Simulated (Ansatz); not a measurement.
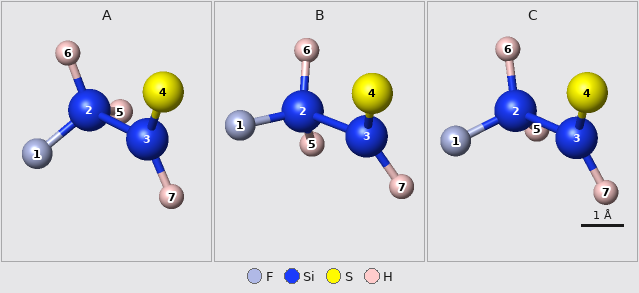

3 geometries from a converged minimum-energy path of Si$_{2}$H$_{3}$SF, shuffled. The picture is a ball-and-stick view, seen from a free direction.

Computed with RKS PBE0-D4/def2-SVP in Ansatz. Set-up: 9 movable images; climbing image; force threshold 0.05 eV/Å; iteration limit 60; starting path through a guess of the saddle point.

**Which of them lies highest in energy?**

B. In order along the path, whose images run from 0 to 10: A (image 5, +3.37 kJ/mol), C (image 7, +5.13 kJ/mol), B (image 9, +5.87 kJ/mol). The motion is a rotation about the Si2–Si3 bond by about 120°. No bond forms or breaks between the ends. Bond angles that change up to the highest image, for instance: Si2–Si3–S4 118.5° → 121.4°, F1–Si2–Si3 110.1° → 107.6°.
